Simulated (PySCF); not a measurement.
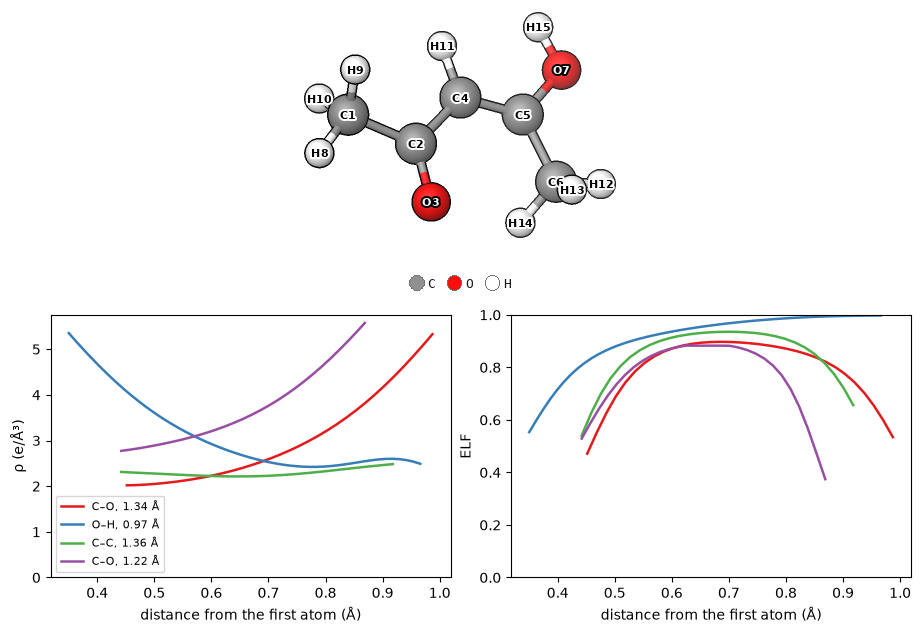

Figure. C₅H₈O₂ (acetylacetone). Total electron density and ELF along straight lines between neighbouring atoms. The curves leave out the atomic cores. The structure is drawn too.

Geometry: PBE0-D3(BJ)/def2-SVP.

All numbers below come from PySCF 2.14.0, B3LYP/def2-SVPD, SCF density, gas phase.

```
atom    x (Å)    y (Å)    z (Å)
   C   2.2227  -0.0619   1.1452
   C   0.9601  -0.4746   0.4200
   O   0.7566  -1.6426   0.1350
   C   0.0342   0.6116   0.0982
   C  -1.1589   0.4398  -0.5310
   C  -1.7229  -0.8578  -0.9938
   O  -1.9644   1.4723  -0.8084
   H   2.8463  -0.9461   1.3238
   H   2.7858   0.6747   0.5502
   H   1.9769   0.4179   2.1061
   H   0.3246   1.6278   0.3878
   H  -2.7765  -0.7222  -1.2692
   H  -1.1609  -1.2234  -1.8668
   H  -1.6053  -1.6296  -0.2235
   H  -1.5539   2.2903  -0.4999
```

> What can be read from the curves?

C–O (1.34 Å): ρ is about 2.5 e/Å³ halfway; the ELF peaks at about 0.90 between the atoms (a shared but strongly polarised pair).
O–H (0.97 Å): ρ is about 3.8 e/Å³ halfway; the ELF climbs to about 1 towards the hydrogen, as it does in any bond to H: a covalent bond by its length.
C–C (1.36 Å): ρ at the midpoint is about 2.2 e/Å³; the ELF peaks at about 0.95 between the atoms, as expected for localised, covalent bonding.
C–O (1.22 Å): the density is about 3.2 e/Å³ at the midpoint; the ELF peaks at about 0.90 between the atoms; a short, multiple covalent bond.
